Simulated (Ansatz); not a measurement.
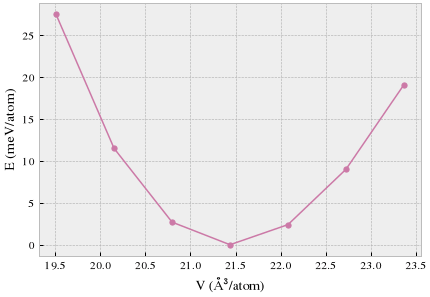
CsZn$_{4}$P$_{3}$ in space group P4/mmm (No. 123; Cs on 1b, Zn on 4i, P on 2h, P on 1a) under volume change, the program Ansatz at the r²SCAN level (PAW), shape and atoms relaxed at each volume.

### Question
What does a third-order Birch–Murnaghan fit give for V₀, B₀ and B′?

### Answer
V₀ = 21.44 Å³/atom, B₀ = 41.9 GPa, B′ = 5.0.

The workflow started from a Materials Project entry (that database holds measured and hypothetical structures alike); the Crystallography Open Database files this formula in space group No. 123, but the cells were not matched. Whether it is the stable phase at ambient conditions was not checked. Symmetry was held in the r²SCAN relaxation; its stability against distortions is not shown here. Spin–orbit coupling is left out wherever it is not named.

Potentials: the later of the program's two PAW sets.
